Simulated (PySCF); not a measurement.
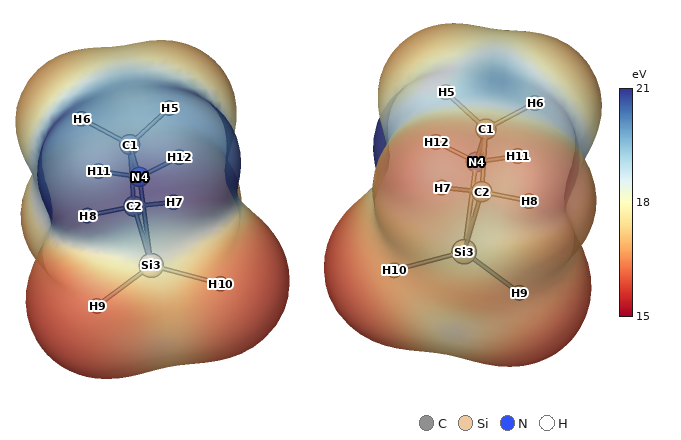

*C2H8NSi, charge +1, SMILES `C1C[SiH2][NH2+]1`. Average local ionisation energy on the surface of electron density 0.001 a.u. (back view left, front view right).*

PySCF calculation, PBE0/cc-pVDZ, gas phase; geometry: GFN2-xTB. No frequency check shows the geometry to be a minimum.

Where are the most loosely bound electrons on this surface?

The lowest value is 15.8 eV, 1.4 Å from H10. Further minima include 16.4 eV, 1.3 Å from H8, and at like points elsewhere; 16.7 eV, off the C2–Si3 bond (2.1 Å from its atoms); 17.0 eV, 1.3 Å from H6. For comparison, the highest occupied orbital lies at −14.0 eV.

What volume does the surface enclose?

About 103 Å³.
